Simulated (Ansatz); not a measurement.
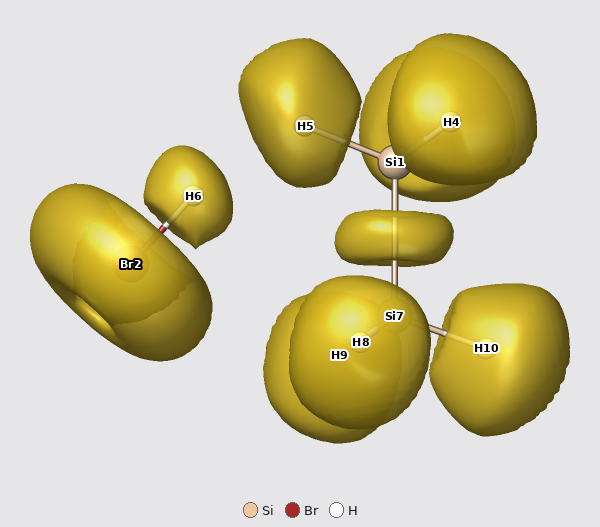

The picture shows: H₆Si₂···HBr. Isosurface of the ELF at 0.75 (yellow), seen across its widest extent. Core shells and regions of very low density are left out.

The product side of a reaction path; geometry: PBE0-D4/def2-TZVP.

These are results of RKS PBE0-D4/def2-TZVPP in Ansatz 0.2.0, not measurements.

```xyz
10

Si   -0.9989    0.9070   -0.0269
Br   -0.1314   -3.3605    0.1986
H    -1.4277    1.6028   -1.2689
H    -1.3659    1.7417    1.1475
H    -1.7750   -0.3653    0.0661
H    -1.0024   -2.2343    0.1553
Si    1.3030    0.4860   -0.0618
H     1.7178   -0.2102    1.1835
H     1.6557   -0.3505   -1.2379
H     2.0249    1.7835   -0.1555
```

Describe the localisation domains.

Answer. The surface consists of one region between bonded Si–Si atoms (shared pairs), seven regions around hydrogen nuclei and one ring or bowl of non-bonding electrons around Br.

Values along the shortest contacts:
H5···H6 (2.02 Å): the ELF dips to about 0.05 between them. Si–Si (2.34 Å): the ELF peaks at about 1 between the atoms, as expected for a shared electron pair.
